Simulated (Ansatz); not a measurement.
CH₃OSi (SMILES C[Si-]=O) (charge −1)

Input

```
crystal:
  periodic: [false, false, false]
  atoms:
    - {symbol: C, position_ang: [-0.935272, 0.473529, 0.362996]}
    - {symbol: O, position_ang: [-1.363373, 1.102994, -2.391470]}
    - {symbol: Si, position_ang: [-2.189013, 1.107352, -1.031909]}
    - {symbol: H, position_ang: [-1.382219, 0.430386, 1.372829]}
    - {symbol: H, position_ang: [-0.053286, 1.140080, 0.394520]}
    - {symbol: H, position_ang: [-0.568557, -0.535025, 0.095433]}
basis:
  gaussian:
    orbitals: def2-TZVPD
total_charge: -1
hamiltonian:
  xc: pbe0
output: {forces: true, orbitals: {seedname: orbitals}}
```

Launched as:

```sh
ansatz run input.yaml --threads 1 --pin off --max-ram 2610MiB --events-out events.jsonl --progress --plain --runs-dir runs
```

Geometry: PBE0-D3(BJ)/def2-SVPD.

All numbers below come from isolated molecule in a Gaussian basis; Kohn-Sham density functional theory, functional PBE0 in Ansatz 0.2.0.

What will maps of the electron density and electron localisation function show?

Answer. Si–O (1.59 Å): ρ at the midpoint is about 1.3 e/Å³; the ELF peaks at about 0.85 between the atoms: a short, strongly polar bond.
C–Si (1.98 Å): ρ is about 0.79 e/Å³ halfway; the ELF peaks at about 0.95 between the atoms, as expected for a shared electron pair.
C–H (1.11 Å): ρ is about 1.9 e/Å³ halfway; the ELF climbs to about 1 towards the hydrogen, as it does in any bond to H; an ordinary covalent bond to hydrogen.

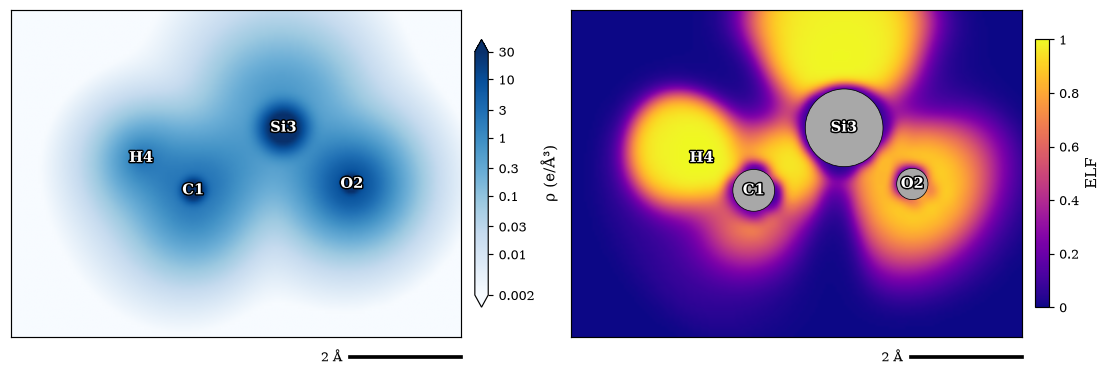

Computed electron density and electron localisation function on the plane of atoms C1, Si3 and O2, in this order. Grey discs cover the atomic cores in the ELF map. 
